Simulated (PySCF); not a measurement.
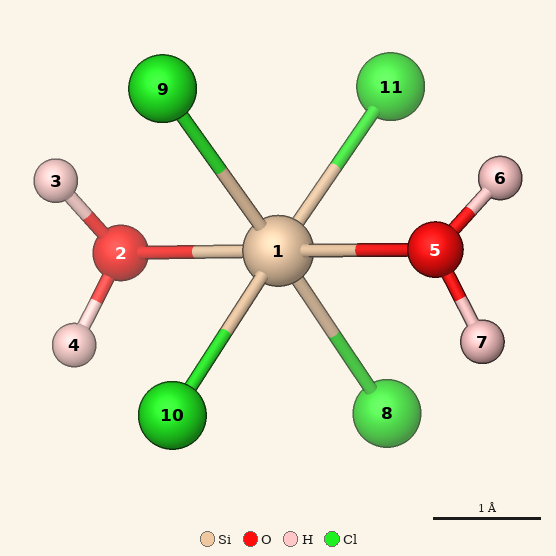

Orthographic view. Depth is shown by fading: the farther an atom, the more it takes the colour of the background. Computed geometry: PBE0-D3(BJ)/def2-SVP optimisation. No frequency run is at hand to confirm it as a minimum.

Give the geometry as a Z-matrix, atoms in numerical order, with these reference atoms: 2 to 1; 3 to 2, 1; 4 to 2, 3, 1; 5 to 1, 3, 2; 6 to 5, 1, 3; 7 to 5, 6, 1; 8 to 1, 5, 7; 9 to 1, 5, 7; 10 to 1, 5, 7; 11 to 1, 5, 7.

```
Si 
O    1   1.947
H    2   0.977   1   103.1
H    2   0.974   3   106.7   1   110.7
O    1   1.945   3   156.5   2  -179.5
H    5   0.977   1   103.0   3   -90.3
H    5   0.974   6   106.8   1   111.2
Cl   1   2.157   5    89.6   7   -22.5
Cl   1   2.159   5    92.6   7   157.4
Cl   1   2.159   5    90.3   7    67.1
Cl   1   2.159   5    87.6   7  -112.8
```
